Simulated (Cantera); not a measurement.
A closed system holds: 1 mol SiCl4, 2 mol Cl2, 17 mol H2, held at 1300000 Pa.

Method: chemical equilibrium by Gibbs-energy minimisation in Cantera with the NASA 1993 tables (ideal gas, pure condensed phases). Candidate condensed phases: Si; 19 gas species. The tables' values for SiCl3 are old estimates; treat these amounts as uncertain. The numbers say what is thermodynamically allowed, not how fast it happens.

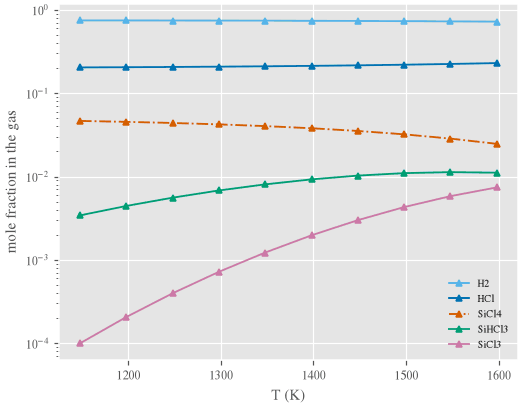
Equilibrium gas composition (values under 1e-9 drawn at 1e-9)

**Question.** Read off the mole fractions at 1348 K.

**Answer.** H2 about 0.74, HCl about 0.21, SiCl4 about 0.040, SiHCl3 about 0.0081, SiCl3 about 0.0012.
